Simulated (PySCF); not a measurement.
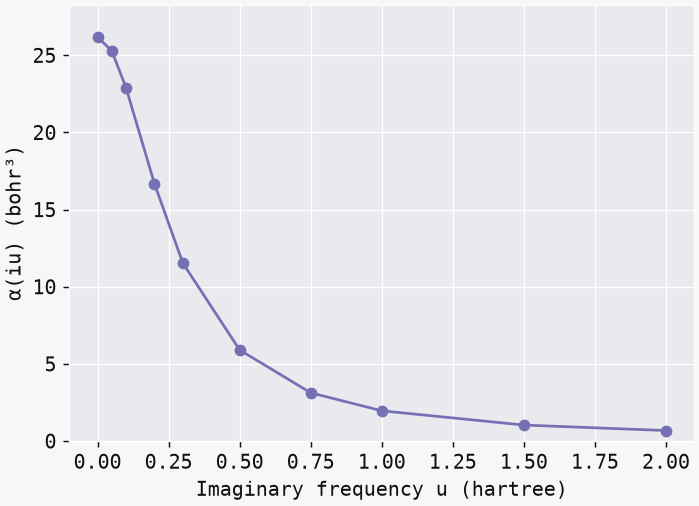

Dipole polarisability at imaginary frequency of Al⁺ ([Ne] 3s²). Coupled response at the HF level; PySCF, def2-TZVPPD, non-relativistic, unrestricted single determinants, no spin-orbit coupling.

Describe the response.

Answer. The static dipole polarisability is 26.2 bohr³; α(iu) falls to half of it near u = 0.27 hartree. The Casimir–Polder integral gives C₆ = 138 hartree bohr⁶ for two such species.
